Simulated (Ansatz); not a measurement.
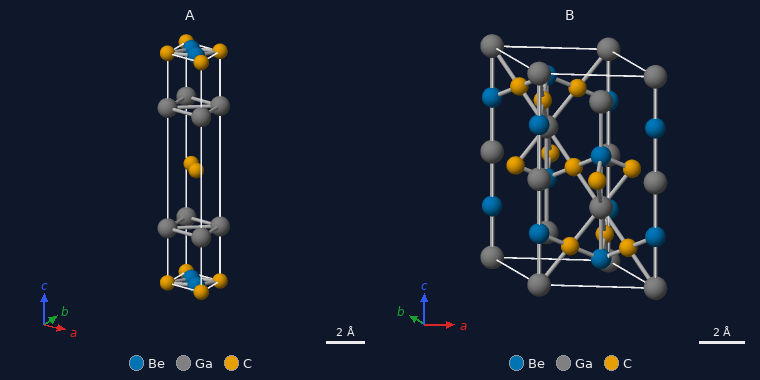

Two structures of Be2Ga2C3, each relaxed to rest (conventional cells in solid outline, small ones repeated, not to one scale). Method: Ansatz 0.2.0, DFT PBE, scalar-relativistic, plane waves, PAW, without spin polarisation.

### Which structures are these?

A: 7 atoms a cell on a primitive hexagonal lattice, P6/mmm. B: 21 atoms a cell on a rhombohedral (trigonal R) lattice, R-3m.

### Which has the lower energy, and by how much?

A is lower, by 500 meV/atom at this level of theory (energies at zero smearing). Volumes: A 12.7, B 11.5 Å³/atom.

One or both may be structure types tried for this composition rather than known phases.
